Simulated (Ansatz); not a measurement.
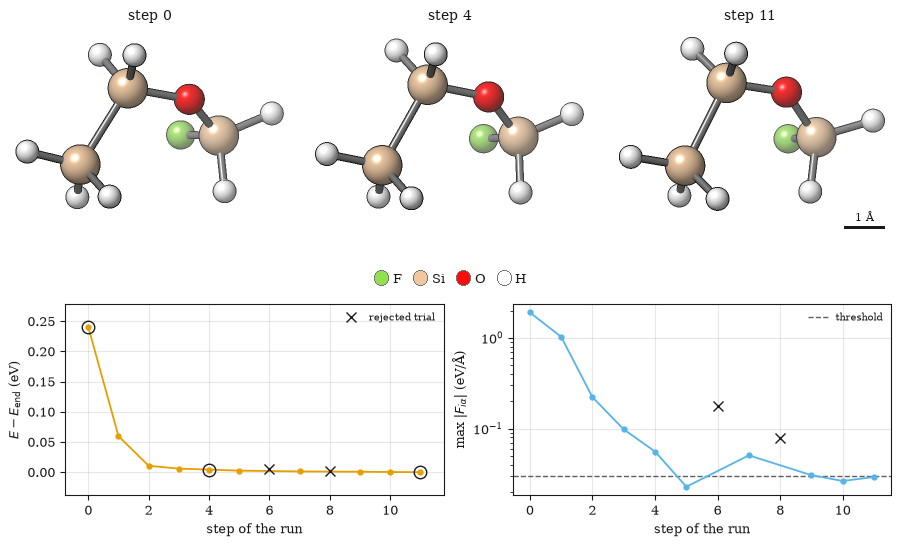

Frames of a relaxation of Si3H7OF (coarse preliminary run), marked on the history of the run. A ball-and-stick model, seen at a tilt.

The start comes from a force field.

These are results of RKS PBE-D4/def2-SVP in Ansatz, not measurements. Settings: force threshold 0.03 eV/Å; at most 200 steps.

What happens along the run?

After 9 accepted moves (11 points after the start) the energy has fallen by 0.241 eV. Largest force component: 1.9 eV/Å at the start, 0.029 eV/Å at the end. The line search rejected the trial steps at points 6, 8 of the run. The forces were under the threshold at step 5, but the run went on from there. The largest move after the best rigid fit is that of an H atom, 0.38 Å. Largest moves by element: H 0.38 Å, F 0.28 Å, O 0.24 Å, Si 0.15 Å. Among the contacts that change: Si–Si 2.286 → 2.361 Å, F–Si 1.571 → 1.636 Å, H–Si 1.457 → 1.507 Å, O–Si 1.631 → 1.658 Å. Bond angles that change, for instance: O–Si–H 104.5° → 109.3°, F–Si–O 105.3° → 109.5°, H–Si–H 110.0° → 113.5°. Groups turn about O–Si by about 25°. The run took 9 s on 4 threads of Intel Xeon Platinum 8559C, on a shared host. From step 0 to 4: the F atom moves most (0.16 Å), energy −0.236 eV. From step 4 to 11: an H atom moves most (0.28 Å), energy −0.004 eV.
